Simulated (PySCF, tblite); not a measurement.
# C5H8F2: dynamics, then NMR shifts on frames, part 2 of 2

tblite 0.8.0 and PySCF 2.14.0. Atoms count from 0. Earlier steps stand in the parts before.

### Step 5. Shielding tensors: 625 fs, PBE0/pcSseg-1

What the job is given:

```
{"job": {"kind": "nmr", "xc": "PBE0", "basis": "pcSseg-1", "pop": false}, "charge": 0, "multiplicity": 1}
C     -1.177900     2.139600     0.032600
C     -0.609500     0.709000    -0.004900
C     -1.441300    -0.384800    -0.729600
C      0.613000     0.505600     0.401700
F      1.390000     1.603100     0.685900
C      1.283200    -0.809600     0.601800
F      0.486700    -1.804500     1.124000
H     -0.525900     2.842200     0.469600
H     -2.114300     2.170600     0.538500
H     -1.244600     2.414900    -0.983900
H     -0.717100    -1.123500    -1.107800
H     -2.086400     0.070600    -1.486300
H     -2.109900    -0.845500    -0.079300
H      1.766200    -1.262900    -0.276400
H      1.987100    -0.624500     1.396800
```

With the program's defaults for keys left out, this is: GIAO PBE0/pcSseg-1 NMR shielding, non-relativistic, gas phase.

What it wrote:

```text
coarse grid: 12568 points
cycle   1  E = -394.3858950333  dE =  7.834e-01  |g| = 6.455e-01  |ddm| = 3.341e+00
cycle   2  E = -394.3197904146  dE =  6.610e-02  |g| = 9.140e-01  |ddm| = 1.184e+00
cycle   3  E = -394.4594330285  dE = -1.396e-01  |g| = 9.535e-02  |ddm| = 7.346e-01
cycle   4  E = -394.4611987028  dE = -1.766e-03  |g| = 4.036e-02  |ddm| = 1.080e-01
cycle   5  E = -394.4615344944  dE = -3.358e-04  |g| = 1.269e-02  |ddm| = 3.696e-02
cycle   6  E = -394.4615663587  dE = -3.186e-05  |g| = 3.767e-03  |ddm| = 1.394e-02
cycle   7  E = -394.4615695844  dE = -3.226e-06  |g| = 5.150e-04  |ddm| = 3.559e-03
final grid: 122224 points
cycle   8  E = -394.5183445825  dE = -4.929e-05  |g| = 8.797e-03  |ddm| = 2.844e-02
cycle   9  E = -394.5183360991  dE =  8.483e-06  |g| = 1.149e-02  |ddm| = 1.631e-02
cycle  10  E = -394.5183620213  dE = -2.592e-05  |g| = 1.528e-03  |ddm| = 9.294e-03
cycle  11  E = -394.5183623997  dE = -3.784e-07  |g| = 2.387e-04  |ddm| = 1.331e-03
cycle  12  E = -394.5183624068  dE = -7.100e-09  |g| = 1.332e-04  |ddm| = 2.408e-04
cycle  13  E = -394.5183624101  dE = -3.361e-09  |g| = 2.514e-05  |ddm| = 1.219e-04
cycle  14  E = -394.5183624103  dE = -1.305e-10  |g| = 9.468e-06  |ddm| = 2.740e-05
converged SCF energy = -394.5183624103

GIAO shielding tensors (ppm)
atom      isotropic    diamagn.    paramagn.     s11        s22        s33       span
  0 C      171.405     245.431     -74.026    158.753    165.920    189.543     30.789
  1 C       59.747     262.002    -202.256    -39.196     65.311    153.124    192.320
  2 C      166.859     247.740     -80.881    147.439    163.815    189.322     41.883
  3 C       27.338     256.164    -228.826    -67.288     65.409     83.893    151.180
  4 F      283.660     476.467    -192.807    224.589    307.883    318.508     93.919
  5 C      106.326     239.748    -133.422     71.399     90.047    157.531     86.132
  6 F      416.376     475.184     -58.808    359.447    411.293    478.389    118.942
  7 H       29.979      31.191      -1.211     24.705     30.351     34.882     10.177
  8 H       30.884      29.100       1.784     26.481     28.780     37.391     10.910
  9 H       31.230      29.833       1.397     26.900     29.194     37.596     10.697
 10 H       29.311      30.851      -1.541     24.628     29.150     34.155      9.527
 11 H       30.078      29.857       0.221     25.789     28.775     35.671      9.882
 12 H       30.693      31.170      -0.476     26.931     28.772     36.378      9.447
 13 H       26.081      28.186      -2.105     22.144     25.955     30.145      8.002
 14 H       26.669      27.687      -1.018     21.690     27.599     30.719      9.029
```

Wall time 9.4 s (1 thread of AMD EPYC 9R45, shared host); peak memory 0.75 GiB.

This run: δ C3 159.6, C1 127.2, C5 80.6, C2 20.1, H13 5.64, H14 5.05 ppm.

### Step 6. Nuclear shieldings: 800 fs, PBE0/pcSseg-1

What the job is given:

```
{"job": {"kind": "nmr", "xc": "PBE0", "basis": "pcSseg-1", "pop": false}, "charge": 0, "multiplicity": 1}
C     -1.482700     1.643100     0.798400
C     -0.723000     0.430300     0.303200
C     -1.412600    -0.729300    -0.230900
C      0.607400     0.405800     0.331100
F      1.333200     1.530100     0.789700
C      1.570000    -0.672000    -0.086300
F      1.367800    -1.820100     0.659600
H     -1.494500     1.378600     1.880000
H     -2.456700     1.706000     0.374000
H     -0.971900     2.599100     0.745700
H     -0.776400    -1.595000    -0.418800
H     -1.937100    -0.564300    -1.203300
H     -2.227400    -0.998100     0.441400
H      1.424900    -0.997700    -1.088700
H      2.637500    -0.421600     0.118900
```

Level: GIAO PBE0/pcSseg-1 NMR shielding, non-relativistic, gas phase.

What it wrote:

```text
coarse grid: 12568 points
cycle   1  E = -394.3897089313  dE =  7.327e-01  |g| = 6.615e-01  |ddm| = 3.347e+00
cycle   2  E = -394.3143801972  dE =  7.533e-02  |g| = 9.680e-01  |ddm| = 1.263e+00
cycle   3  E = -394.4657560285  dE = -1.514e-01  |g| = 8.880e-02  |ddm| = 7.786e-01
cycle   4  E = -394.4673039144  dE = -1.548e-03  |g| = 3.941e-02  |ddm| = 1.090e-01
cycle   5  E = -394.4676373578  dE = -3.334e-04  |g| = 1.238e-02  |ddm| = 3.735e-02
cycle   6  E = -394.4676674268  dE = -3.007e-05  |g| = 4.200e-03  |ddm| = 1.388e-02
cycle   7  E = -394.4676715721  dE = -4.145e-06  |g| = 7.725e-04  |ddm| = 4.108e-03
final grid: 122224 points
cycle   8  E = -394.5237336804  dE = -4.639e-05  |g| = 8.594e-03  |ddm| = 3.174e-02
cycle   9  E = -394.5237220749  dE =  1.161e-05  |g| = 1.203e-02  |ddm| = 1.759e-02
cycle  10  E = -394.5237504695  dE = -2.839e-05  |g| = 1.575e-03  |ddm| = 1.041e-02
cycle  11  E = -394.5237508983  dE = -4.288e-07  |g| = 2.742e-04  |ddm| = 1.584e-03
cycle  12  E = -394.5237509081  dE = -9.750e-09  |g| = 1.613e-04  |ddm| = 3.158e-04
cycle  13  E = -394.5237509134  dE = -5.384e-09  |g| = 2.722e-05  |ddm| = 1.401e-04
cycle  14  E = -394.5237509136  dE = -1.688e-10  |g| = 9.584e-06  |ddm| = 2.832e-05
converged SCF energy = -394.5237509136

GIAO shielding tensors (ppm)
atom      isotropic    diamagn.    paramagn.     s11        s22        s33       span
  0 C      169.681     244.825     -75.144    160.972    163.571    184.499     23.527
  1 C       61.363     264.656    -203.293    -43.873     69.125    158.837    202.710
  2 C      170.599     247.161     -76.563    157.863    167.562    186.370     28.507
  3 C       22.207     252.758    -230.551    -59.753     58.135     68.238    127.991
  4 F      260.919     476.989    -216.070    194.605    277.344    310.809    116.204
  5 C      102.448     243.007    -140.559     72.617     87.326    147.400     74.783
  6 F      416.397     474.213     -57.816    361.733    402.530    484.927    123.194
  7 H       28.839      27.347       1.492     23.880     27.417     35.219     11.340
  8 H       30.903      29.334       1.569     26.231     29.654     36.825     10.594
  9 H       29.163      29.172      -0.008     24.456     28.657     34.377      9.921
 10 H       29.269      30.692      -1.423     23.704     29.633     34.469     10.764
 11 H       29.469      28.908       0.561     25.671     26.471     36.265     10.594
 12 H       29.931      29.194       0.737     26.000     27.943     35.850      9.850
 13 H       26.592      30.719      -4.127     23.607     26.752     29.417      5.810
 14 H       25.734      27.246      -1.513     21.444     26.022     29.735      8.291
```

Run time: 9.4 s. Hardware: 1 thread of AMD EPYC 9R45, shared host; peak memory 0.75 GiB.

In short: δ C3 164.7, C1 125.6, C5 84.5, C0 17.2, H14 5.98, H13 5.13 ppm.

### Step 7. Nuclear shieldings: 1000 fs, PBE0/pcSseg-1

What the job is given:

```
{"job": {"kind": "nmr", "xc": "PBE0", "basis": "pcSseg-1", "pop": false}, "charge": 0, "multiplicity": 1}
C     -0.990400     1.858700     0.998300
C     -0.389200     0.589400     0.416100
C     -1.364900    -0.514500     0.237500
C      0.933700     0.427800     0.194000
F      1.794500     1.447900     0.571600
C      1.777000    -0.714400    -0.123900
F      1.289500    -1.892000     0.567500
H     -1.225200     1.845300     2.056900
H     -1.829700     2.084200     0.383700
H     -0.275600     2.687300     0.875100
H     -1.167200    -1.407400     0.761300
H     -1.367600    -0.800200    -0.822800
H     -2.360700    -0.123400     0.588100
H      1.809400    -0.990800    -1.233400
H      2.826800    -0.580700     0.337800
```

With the program's defaults for keys left out, this is: GIAO PBE0/pcSseg-1 NMR shielding, non-relativistic, gas phase.

What it wrote:

```text
coarse grid: 12568 points
cycle   1  E = -394.3748579198  dE =  6.461e-01  |g| = 6.860e-01  |ddm| = 3.320e+00
cycle   2  E = -394.2703363652  dE =  1.045e-01  |g| = 1.059e+00  |ddm| = 1.298e+00
cycle   3  E = -394.4586318376  dE = -1.883e-01  |g| = 1.019e-01  |ddm| = 8.194e-01
cycle   4  E = -394.4605591042  dE = -1.927e-03  |g| = 4.966e-02  |ddm| = 1.244e-01
cycle   5  E = -394.4610473980  dE = -4.883e-04  |g| = 1.674e-02  |ddm| = 4.737e-02
cycle   6  E = -394.4611080527  dE = -6.065e-05  |g| = 3.562e-03  |ddm| = 1.727e-02
cycle   7  E = -394.4611110631  dE = -3.010e-06  |g| = 4.415e-04  |ddm| = 3.393e-03
final grid: 122224 points
cycle   8  E = -394.5159651435  dE = -4.062e-05  |g| = 8.752e-03  |ddm| = 3.076e-02
cycle   9  E = -394.5159527926  dE =  1.235e-05  |g| = 1.231e-02  |ddm| = 1.703e-02
cycle  10  E = -394.5159824843  dE = -2.969e-05  |g| = 1.490e-03  |ddm| = 9.583e-03
cycle  11  E = -394.5159828762  dE = -3.919e-07  |g| = 2.707e-04  |ddm| = 1.325e-03
cycle  12  E = -394.5159828850  dE = -8.781e-09  |g| = 1.715e-04  |ddm| = 3.002e-04
cycle  13  E = -394.5159828914  dE = -6.463e-09  |g| = 2.699e-05  |ddm| = 1.562e-04
cycle  14  E = -394.5159828916  dE = -1.709e-10  |g| = 7.385e-06  |ddm| = 3.115e-05
converged SCF energy = -394.5159828916

GIAO shielding tensors (ppm)
atom      isotropic    diamagn.    paramagn.     s11        s22        s33       span
  0 C      164.687     245.724     -81.037    152.538    156.316    185.207     32.669
  1 C       56.462     261.716    -205.254    -39.963     52.243    157.106    197.069
  2 C      166.475     247.628     -81.153    148.900    163.485    187.041     38.141
  3 C       24.684     253.029    -228.345    -64.454     65.416     73.091    137.545
  4 F      261.017     476.463    -215.445    179.875    288.869    314.308    134.433
  5 C       91.003     241.067    -150.064     60.012     71.927    141.069     81.057
  6 F      391.039     475.986     -84.947    325.001    409.514    438.603    113.602
  7 H       29.749      28.432       1.317     26.333     26.954     35.960      9.627
  8 H       30.798      29.780       1.018     26.513     29.392     36.488      9.975
  9 H       28.923      29.534      -0.611     23.896     28.822     34.050     10.154
 10 H       29.863      31.016      -1.153     24.679     29.678     35.232     10.553
 11 H       29.184      30.291      -1.107     25.319     27.432     34.800      9.481
 12 H       29.351      29.416      -0.066     24.345     29.515     34.191      9.846
 13 H       24.880      26.727      -1.847     21.767     24.712     28.161      6.394
 14 H       24.651      26.113      -1.461     20.451     25.311     28.192      7.741
```

Run time: 9.4 s. Hardware: 1 thread of AMD EPYC 9R45, shared host; peak memory 0.76 GiB.

In short: δ C3 162.2, C1 130.5, C5 95.9, C0 22.2, H14 7.07, H13 6.84 ppm.

### Step 8. Side by side: NMR shifts

Shifts (ppm) of some atoms, chosen among heavy atoms and hydrogens apart, with basis size and wall time:

```csv
frame,C5,C0,C2,H7,H9,F4,F6,functions,time
250 fs,84.5,27.1,15.3,3.98,1.74,-104.8,-248.4,159,9.6 s
425 fs,80.8,21.1,14.9,3.71,1.34,-99.1,-251.7,159,9.3 s
625 fs,80.6,15.5,20.1,1.74,0.49,-112.7,-245.4,159,9.4 s
800 fs,84.5,17.2,16.3,2.88,2.55,-90.0,-245.5,159,9.4 s
1000 fs,95.9,22.2,20.4,1.97,2.79,-90.1,-220.1,159,9.4 s
```

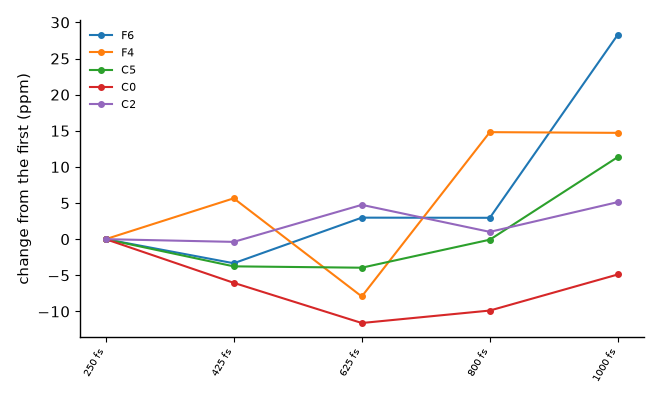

How five of the tabulated atoms move from run to run.

### Step 9. Summary of results

The summary covers parts 1 to 2.

| quantity | value |
| --- | --- |
| thermostat | 300 K |
| mean temperature, second half | 277 K |
| mean potential energy above the minimum | 0.44 eV |
| 13C shifts against TMS (PBE0/pcSseg-1, 250 fs) | 162.1, 127.0, 84.5, 27.1, 15.3 ppm |
| 1H shifts against TMS (PBE0/pcSseg-1, 250 fs) | 5.94, 5.24, 3.98, 2.61, 2.11, 1.74, 1.61, 0.87 ppm |
| 19F shifts against CFCl3 (PBE0/pcSseg-1, 250 fs) | -104.8, -248.4 ppm |
| range of the shift of F6 | -251.7 to -220.1 ppm |

**Reading.** In the second half the potential energy averages 0.44 eV above the minimum; equipartition over 39 harmonic modes at 300 K would give 0.50 eV. With 15 atoms the temperature swings widely (140 to 384 K). Shifts at one fixed geometry are not the observed spectrum, which averages over the motion. In the first frame run (250 fs): The largest span, 204 ppm, is at C1, where the paramagnetic term is -206 ppm. Across the 5 runs the shift of F6 moves most, between -251.7 (425 fs) and -220.1 ppm (1000 fs).
